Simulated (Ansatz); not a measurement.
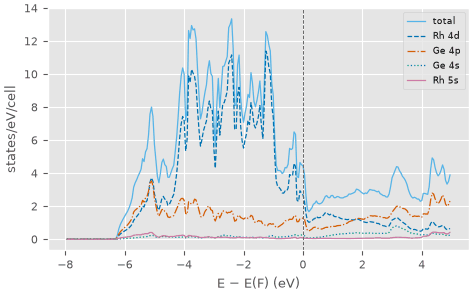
*Total and projected density of states of GeRh in space group Pnma (No. 62; Rh on 4c, Ge on 4c), plane-wave PAW PBEsol (Ansatz code)*

Task: Which orbitals carry the states next to the Fermi level?

Result: Within 0.5 eV of the Fermi level: Rh 4d 65 %, Ge 4p 27 %. Projections are on Löwdin-orthogonalised atomic valence shells; empty p or d shells of many metals are not among them.

Task: Where is the tallest occupied peak in this window, and what makes it?

Result: Near -2.4 eV, about 13 states/eV per cell; the largest projected share is Rh 4d.

The workflow started from an entry of the Crystallography Open Database (COD). Its standing as an ambient phase is unchecked. Symmetry was held in the PBEsol relaxation; whether a distortion lowers the energy is not shown. No spin polarisation was allowed. Spin–orbit coupling is left out wherever it is not named.

Potentials: the later of the program's two PAW sets.
